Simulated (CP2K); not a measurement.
Consider water dimer at its PBE geometry (Å).

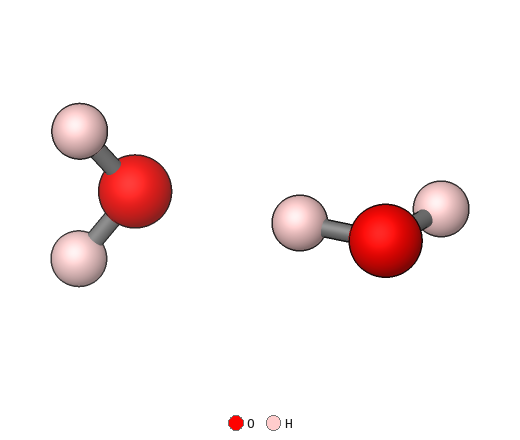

The molecule (oxygen red, hydrogen pink).

```xyz
6

O    -0.4054   -1.0559   -0.0454
O     0.5236    1.6349   -0.0448
H    -1.2760   -1.3051    0.3072
H    -0.2751   -1.6371   -0.8144
H     0.2147    0.7046   -0.0367
H     1.2181    1.6586    0.6341
```

Method: CP2K XAS_TDP, all-electron GAPW, PBEh(45%), aug-cc-pVTZ, TDA, GW2X-corrected core level, no relativity.

Question: Predict the bright core excitations at the O K edge.

Leading lines: O1 533.95 eV and O2 533.34 eV. The leading line of an atom is its first one with 35 % of the strongest within 2.5 eV of its lowest line over the strength cut. Core ionisation energies at this level: O1 537.93 and O2 536.08 eV.

The first six lines of each atom with a strength over 0.0015:

```
                              atom  energy (eV)  states  strength, one atom  above the computed threshold
O1 (bonded to 2 H, takes 1 H bond)       533.95       1              0.0144                              
                                         535.41       1              0.0331                              
                                         536.75       1              0.0059                              
                                         537.23       1              0.0108                              
                                         537.93       1              0.0034                           yes
                                         538.00       1              0.0088                           yes
O2 (bonded to 2 H, gives 1 H bond)       533.34       1              0.0121                              
                                         534.35       1              0.0093                              
                                         535.39       1              0.0030                              
                                         535.71       1              0.0049                              
                                         536.21       1              0.0100                           yes
                                         536.65       1              0.0112                           yes
```

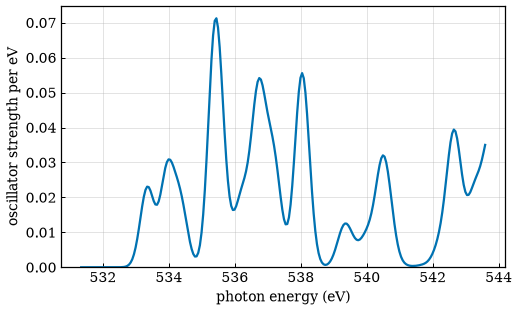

All atoms added, broadened by 0.5 eV.

Lines are vertical, at one geometry, with no vibrational structure. GW2X ionisation energies and lines can be off by 1 to 2 eV either way, and a good line position may hide errors that cancel. These values hold no scalar relativity, about 0.4 eV for O 1s. Rydberg lines, and the discretised continuum above threshold, depend on the basis and the box. This is one low-energy arrangement of the cluster, relaxed without a dispersion correction; others exist.

[Banner, clock and machine lines of the logs are left out without a mark of their own.]

[Logs are printed without paths, hosts, clocks, repeated set-up lines and the standing remarks that a program may print on its own settings, such as how far it seeks lower states.]

[Hosts, paths, dates, database ids (printed as entryN), source tags and the programs' standing remarks are cut or masked in the printed files.]
